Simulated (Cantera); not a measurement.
A closed system holds: 1 mol SiH2Cl2, a varied amount of N2, at 1123.15 K and 15.0 mbar.

Cantera equilibrium calculation (NASA polynomials, part measured and part estimated; ideal gas, pure solids and liquids). Candidate condensed phases: NH4Cl, Si, Si3N4; 28 gas species. N2 is the only nitrogen source here; it is nearly inert below about 1500 K, so the nitride shown seldom forms there in practice. The tables' values for SiCl3 are old estimates; treat these amounts as uncertain. Rates play no part.

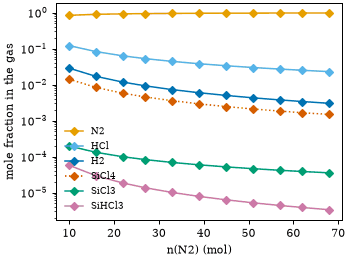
*Equilibrium gas composition (values under 1e-9 drawn at 1e-9)*

From 10 mol N2 to 68 mol N2 the condensed part is Si3N4(s). The main Si-bearing gas is SiCl4 throughout. The share of Si in condensed phases is highest at 68 mol N2 (89.5 %) and lowest at 10 mol N2 (83.8 %).
